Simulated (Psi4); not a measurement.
**wB97X/cc-pVDZ run of GeH4O2 (SMILES [OH][GeH2][OH])**

What is the vertical singlet–triplet gap of GeH4O2 at wB97X/cc-pVDZ? 

The results are computed with Psi4 1.11.

## (1) The structure to begin with

GeH4O2 has 7 atoms, charge 0, and is taken as a singlet. SMILES: `[OH][GeH2][OH]`. Geometry: relaxed at PBE0-D4/def2-TZVP. This is one conformer, not always the lowest.

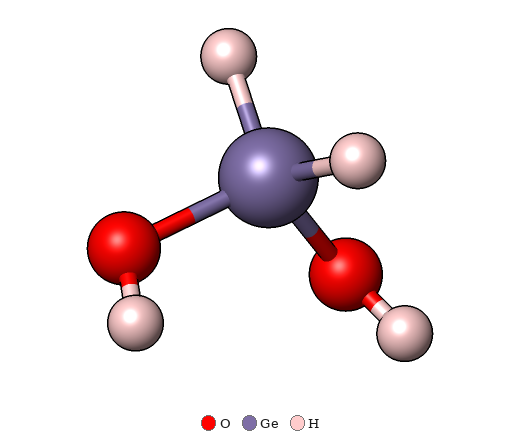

The structure, seen from a chosen angle (oxygen red, germanium purple, hydrogen pink).

## (2) The energy at wB97X/cc-pVDZ

File job.py:

```python
import psi4

psi4.set_memory(2200000000)
psi4.set_num_threads(1)
psi4.set_output_file('output.dat', False)

mol = psi4.geometry("""
0 1
O     -2.81814857    -0.78612607    -0.32862337
Ge     0.04440856     0.71242675     0.57693339
O      2.54621698    -1.50970220     0.75702429
H     -3.08951324    -0.79122833    -2.12046168
H      0.68672647     2.75994501    -1.39669658
H     -0.32597776     1.63102262     3.28302120
H      3.07193879    -2.14521710    -0.85755772
units au
symmetry c1
no_reorient
no_com
""")

psi4.set_options({
    'basis': 'cc-pVDZ',
    'puream': True,
    'e_convergence': 1e-09,
    'd_convergence': 1e-08,
    'scf_type': 'pk',
    'dft_radial_points': 99,
    'dft_spherical_points': 590,
})

E, wfn = psi4.energy('wb97x', molecule=mol, return_wfn=True)
psi4.oeprop(wfn, 'QUADRUPOLE', 'MULLIKEN_CHARGES', 'DIPOLE', title='WB97X')
print(f'total energy {E:.8f} hartree = {E * 27.211386:.5f} eV')
for k, v in sorted(psi4.core.scalar_variables().items()):
    print(f'{k:45s} {v:18.10f}')
```

Launch:

```sh
$ python job.py
```

output.dat:

```text
[...]
  Running in c1 symmetry.
[...]
  Nuclear repulsion =  219.679499598505060
[...]
  Multiplicity = 1
[...]
  Nalpha       = 26
  Nbeta        = 26
[...]
    Number of basis functions: 75
[...]
   @RKS iter   1: -2229.24685095973109   -3.42310e+00   1.56084e-02 ADIIS/DIIS
[...]
   @RKS iter  12: -2229.86589037745853   -9.09495e-13   2.84205e-09 DIIS
[...]
    Orbital Energies [Eh]
    ---------------------
    Doubly Occupied:
       1A   -398.615586     2A    -49.866586     3A    -44.389574
       4A    -44.389441     5A    -44.389129     6A    -19.200342
       7A    -19.199481     8A     -6.364580     9A     -4.539547
      10A     -4.538696    11A     -4.536777    12A     -1.371752
      13A     -1.368204    14A     -1.363679    15A     -1.362362
      16A     -1.362262    17A     -1.112915    18A     -1.092307
      19A     -0.694064    20A     -0.590370    21A     -0.558014
      22A     -0.484731    23A     -0.448141    24A     -0.442381
      25A     -0.404165    26A     -0.399343
[...]
  @RKS Final Energy: -2229.86589037745853
   => Energetics <=
    Nuclear Repulsion Energy =            219.6794995985050605
    One-Electron Energy =               -3541.5379810385343262
    Two-Electron Energy =                1167.6516849295171596
    DFT Exchange-Correlation Energy =     -75.6590938669462787
    Empirical Dispersion Energy =           0.0000000000000000
    VV10 Nonlocal Energy =                  0.0000000000000000
    Total Energy =                      -2229.8658903774585269
[...]
 Multipole Moments:
 ------------------------------------------------------------------------------------
     Multipole            Electronic (a.u.)      Nuclear  (a.u.)        Total (a.u.)
 ------------------------------------------------------------------------------------
 L = 1.  Multiply by 2.5417464519 to convert [e a0] to [Debye]
 Dipole X            :          0.5415609           -0.4112045            0.1303564
 Dipole Y            :         -5.5378145            5.8855520            0.3477376
 Dipole Z            :        -21.7696313           20.7973811           -0.9722502
 Magnitude           :                                                    1.0407616
 L = 2.  Multiply by 1.3450342976 to convert [e a0^2] to [Debye ang]
 Quadrupole XX       :       -158.8818084          135.0243208          -23.8574877
 Quadrupole XY       :         14.1180952          -14.7982785           -0.6801833
[...]
  Mulliken Charges: (a.u.)
   Center  Symbol    Alpha    Beta     Spin     Total
       1     O     4.20470  4.20470  0.00000 -0.40941
       2    GE    15.66093 15.66093  0.00000  0.67814
       3     O     4.20261  4.20261  0.00000 -0.40522
       4     H     0.41940  0.41940  0.00000  0.16120
       5     H     0.55859  0.55859  0.00000 -0.11717
       6     H     0.53431  0.53431  0.00000 -0.06862
       7     H     0.41946  0.41946  0.00000  0.16108
   Total alpha = 26.00000, Total beta = 26.00000, Total charge = -0.00000
```

The script printed:

```text
total energy -2229.86589038 hartree = -60677.74147 eV
CURRENT ENERGY                                  -2229.8658903775
CURRENT REFERENCE ENERGY                        -2229.8658903775
DD SOLVATION ENERGY                                 0.0000000000
DFT FUNCTIONAL TOTAL ENERGY                     -2229.8658903775
DFT TOTAL ENERGY                                -2229.8658903775
DFT VV10 ENERGY                                     0.0000000000
DFT XC ENERGY                                     -75.6590938669
GRID ELECTRONS ALPHA                               25.9999998680
GRID ELECTRONS BETA                                25.9999998680
GRID ELECTRONS TOTAL                               51.9999997360
NUCLEAR REPULSION ENERGY                          219.6794995985
ONE-ELECTRON ENERGY                             -3541.5379810385
PCM POLARIZATION ENERGY                             0.0000000000
PE ENERGY                                           0.0000000000
SCF ITERATION ENERGY                            -2229.8658903775
SCF ITERATIONS                                     12.0000000000
SCF TOTAL ENERGY                                -2229.8658903775
TWO-ELECTRON ENERGY                              1167.6516849295
XC GRID RADIAL POINTS                              99.0000000000
XC GRID SPHERICAL POINTS                          590.0000000000
XC GRID TOTAL POINTS                           389945.0000000000
```

Run time: 27 s. Hardware: 1 thread of AMD EPYC 7R43 (Zen 3), shared host; peak memory 1.3 GiB.

## (3) The triplet: energy and forces at U-wB97X/cc-pVDZ

File run.py:

```python
import psi4

psi4.set_memory('2200 MB')
psi4.set_num_threads(1)
psi4.set_output_file('run.log', False)

molecule = psi4.geometry("""
0 3
O     -1.491300    -0.416000    -0.173900
Ge     0.023500     0.377000     0.305300
O      1.347400    -0.798900     0.400600
H     -1.634900    -0.418700    -1.122100
H      0.363400     1.460500    -0.739100
H     -0.172500     0.863100     1.737300
H      1.625600    -1.135200    -0.453800
units angstrom
symmetry c1
no_reorient
no_com
""")

psi4.set_options({
    'basis': 'cc-pVDZ',
    'reference': 'uks',
    'puream': True,
    'e_convergence': 1e-09,
    'd_convergence': 1e-08,
    'scf_type': 'pk',
    'dft_radial_points': 99,
    'dft_spherical_points': 590,
    'maxiter': 100,
})

energy_value, wavefunction = psi4.gradient('wb97x', molecule=molecule, return_wfn=True)
psi4.oeprop(wavefunction, 'QUADRUPOLE', 'MULLIKEN_CHARGES', 'LOWDIN_CHARGES', title='WB97X')
print('gradient / Eh bohr^-1')
print(energy_value.np.round(6))
print(f'energy = {wavefunction.energy():.10f} Eh')
```

Launch:

```sh
$ python run.py
```

run.log, cut to the lines that bear on the results:

```text
[...]
  Running in c1 symmetry.
[...]
  Nuclear repulsion =  219.679499594560724
[...]
  Multiplicity = 3
[...]
  Nalpha       = 27
  Nbeta        = 25
[...]
    Number of basis functions: 75
[...]
   @UKS iter   1: -2228.86817803395024   -3.04442e+00   1.58845e-02 DIIS/ADIIS
[...]
   @UKS iter  29: -2229.58842706771975   -8.64020e-12   7.72994e-09 DIIS
[...]
   @S^2 Observed:                2.007994371E+00
[...]
  @UKS Final Energy: -2229.58842706771975
   => Energetics <=
    Nuclear Repulsion Energy =            219.6794995945607241
    One-Electron Energy =               -3540.0555489899297754
    Two-Electron Energy =                1166.3795978910957274
    DFT Exchange-Correlation Energy =     -75.5919755634463257
    Empirical Dispersion Energy =           0.0000000000000000
    VV10 Nonlocal Energy =                  0.0000000000000000
    Total Energy =                      -2229.5884270677197492
  UHF NO Occupations:
  HONO-2 :   25  A 1.9973645
  HONO-1 :   26  A 1.0000000
[...]
  -Total Gradient:
     Atom            X                  Y                   Z
    ------   -----------------  -----------------  -----------------
       1        0.025844138509     0.005158939798    -0.007761256080
       2        0.066729243825    -0.067331969231     0.018562334146
       3       -0.071265571250     0.044857505174    -0.093331003731
       4       -0.001700575799     0.000933428812     0.007937119742
       5        0.000155638208    -0.011878939946    -0.005050323413
       6        0.001178715844    -0.003586176488    -0.000088647590
       7       -0.021166706053     0.031652111583     0.079577244699
[...]
 Multipole Moments:
 ------------------------------------------------------------------------------------
     Multipole            Electronic (a.u.)      Nuclear  (a.u.)        Total (a.u.)
 ------------------------------------------------------------------------------------
[...]
```

On the terminal:

```text
gradient / Eh bohr^-1
[[ 2.5844e-02  5.1590e-03 -7.7610e-03]
 [ 6.6729e-02 -6.7332e-02  1.8562e-02]
 [-7.1266e-02  4.4858e-02 -9.3331e-02]
 [-1.7010e-03  9.3300e-04  7.9370e-03]
 [ 1.5600e-04 -1.1879e-02 -5.0500e-03]
 [ 1.1790e-03 -3.5860e-03 -8.9000e-05]
 [-2.1167e-02  3.1652e-02  7.9577e-02]]
energy = -2229.5884270677 Eh
```

Run time: 100 s. Hardware: 1 thread of AMD EPYC 7R43 (Zen 3), shared host; peak memory 1.3 GiB.

## (4) Outcome

Level: wB97X/cc-pVDZ.

| quantity | value |
| --- | --- |
| singlet: total energy | -2229.86589 Eh |
| singlet: dipole moment | 2.65 D |
| singlet: HOMO energy | -10.87 eV |
| singlet: LUMO energy | 3.09 eV |
| singlet: HOMO–LUMO gap | 13.96 eV |
| triplet: total energy | -2229.58843 Eh |
| triplet: dipole moment | 1.33 D |
| triplet: HOMO energy (highest over α and β) | -3.72 eV |
| triplet: ⟨S²⟩ | 2.008 |
| triplet: largest force on an atom | 6.464 eV/Å |
| vertical energy of the triplet above the singlet | 7.550 eV |

What this shows: At this shape the triplet lies 7.55 eV (174 kcal/mol) above the singlet. With no_com the log's rotational constants are taken about the origin, not the centre of mass, so they aren't the molecule's. Mulliken charges (singlet) run from -0.41 on O1 to +0.68 on Ge2; they depend strongly on the basis.
